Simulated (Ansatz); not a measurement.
# H₄OSi₂···H₂S: what the fields show

Input file:

```
crystal:
  periodic: [false, false, false]
  atoms:
    - {symbol: Si, position_ang: [-0.130706, 1.035614, 0.188970]}
    - {symbol: S, position_ang: [1.318631, 0.014431, -1.649947]}
    - {symbol: O, position_ang: [-1.201355, 1.766019, -0.626130]}
    - {symbol: H, position_ang: [0.208901, -0.425021, -2.270083]}
    - {symbol: H, position_ang: [1.067365, 1.731284, 0.763212]}
    - {symbol: Si, position_ang: [-0.560476, -0.996145, 1.293530]}
    - {symbol: H, position_ang: [1.255426, 1.202944, -2.277478]}
    - {symbol: H, position_ang: [0.708432, -1.592544, 1.798950]}
    - {symbol: H, position_ang: [-1.183935, -1.953777, 0.339111]}
    - {symbol: H, position_ang: [-1.482282, -0.782807, 2.439763]}
basis:
  gaussian: {orbitals: def2-TZVPP}
hamiltonian: {xc: pbe0, dispersion: d4}
output: {orbitals: {seedname: orbitals}}
```

Launched as:

```sh
ansatz run in.yaml --threads 4 --pin off --events-out ev --progress --plain --max-ram 9574MiB
```

The product side of a reaction path; geometry: PBE0-D4/def2-TZVP.

Level of theory: RKS PBE0-D4/def2-TZVPP (Ansatz 0.2.0).

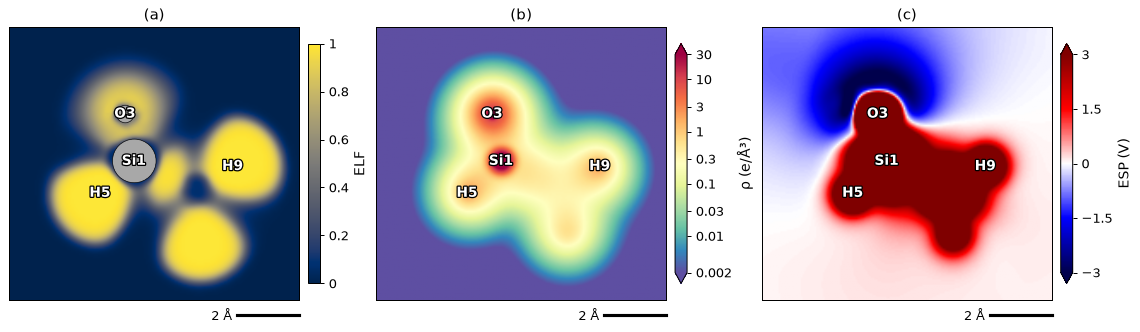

Figure 1. (a) ELF; (b) electron density; (c) electrostatic potential on the plane of atoms O3, Si1 and H5. Grey discs cover the atomic cores in the ELF map.

What does the map show?

Answer. The plane passes through Si, O and H nuclei.
Si–O (1.53 Å): ρ is about 1.5 e/Å³ halfway; the ELF peaks at about 0.80 between the atoms (a short, strongly polar bond).
Si–H (1.50 Å): the density is about 0.8 e/Å³ at the midpoint; the ELF climbs to about 1 towards the hydrogen, as it does in any bond to H.
The ELF also peaks beside O3, away from the bonds: lone-pair regions.
Outside the dense part of the complex the potential is most negative (−3.2 V) near O3.

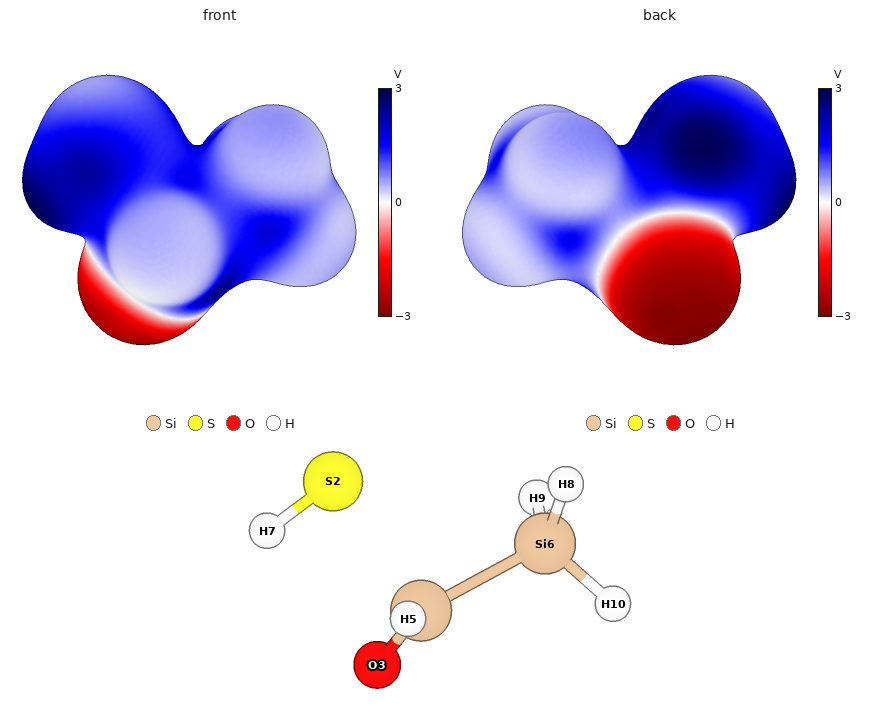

Figure 2. The molecular electrostatic potential painted on the density surface at 0.004 e/bohr³, seen from the front and from behind; the colour scale runs from red (negative) to blue (positive). The bare structure is drawn below in the same view.

Which sites attract a positive test charge, and which a negative one?

Answer. A positive charge is drawn to the negative regions and a negative charge to the positive ones. The most negative region (about −2.9 V) lies over O3, the most positive (about +2.9 V) over H4 and H7. O3 is the likeliest acceptor of a hydrogen bond.

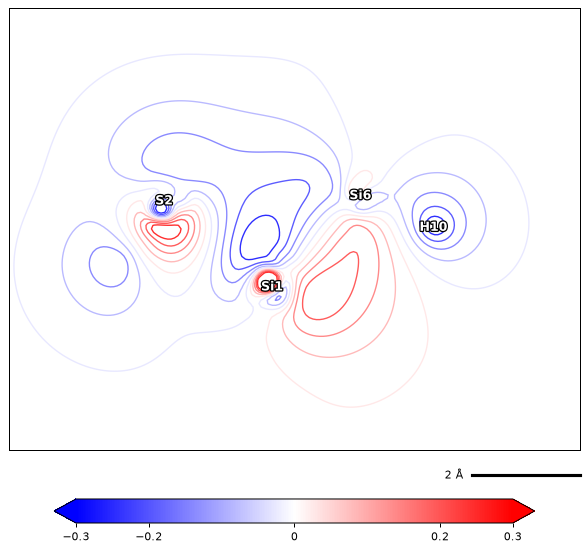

Figure 3. The LUMO on the plane of atoms Si1, Si6 and H10 (values in Å⁻³ᐟ²; the overall sign is arbitrary).

Where does this orbital lie, and at what energy?

Answer. By Hirshfeld shares it lies mainly on S2 (about 30 %), Si1 (about 25 %), Si6 (about 20 %) and H7 (about 10 %). Its energy is −0.97 eV.
